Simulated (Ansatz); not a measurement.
Pt, pressure series

The parent structure is Pt in the fcc (Cu type) structure (space group Fm-3m, No. 225; a = 3.9703 Å).

Cell and atoms are relaxed at each pressure.

Levels (all Ansatz, a program for electronic structure, PAW): PBE (420 eV, without spin-orbit coupling); r2SCAN (500 eV, spin-orbit coupling left out).

The base cell above is that of PBE; each level relaxes its own structures.

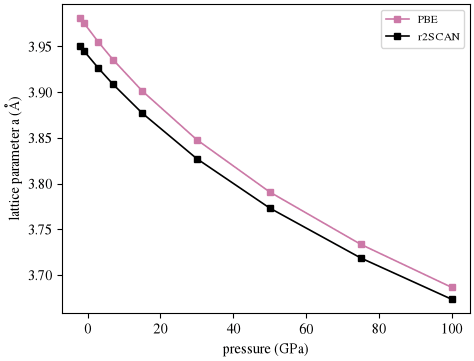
Lattice parameter a under two levels

Task: How do the two levels compare along the series?

Result: PBE lies above r2SCAN in every row, by 0.013 Å to 0.031 Å. They put the cases in the same order.

Load acts through the strain it causes; cell and atoms are relaxed under it. No phonon test of stability was made. No other phases were tried under pressure. The final runs are not spin-polarised.
